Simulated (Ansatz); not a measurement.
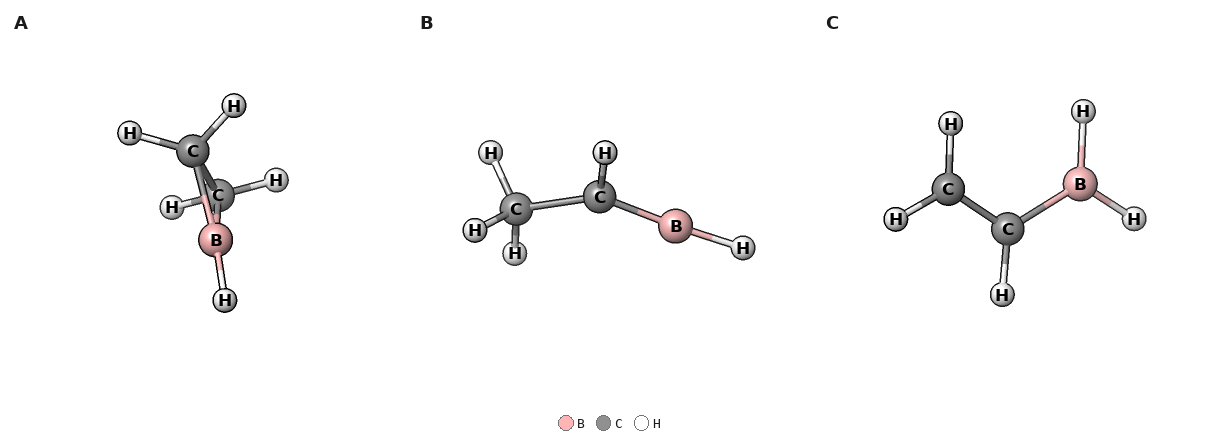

3 stationary structures of one formula. Geometries: PBE-D4/def2-SVP. Electronic energies: PBE-D4/def2-SVP (Ansatz 0.2.0), without zero-point energy. No frequency run is at hand to confirm each as a minimum. Each is one conformer, not always the lowest.

Which structure is the most stable?

C is lowest (Cs); A lies 7.4 kcal/mol above it, B lies 15.2 kcal/mol above it (Cs).
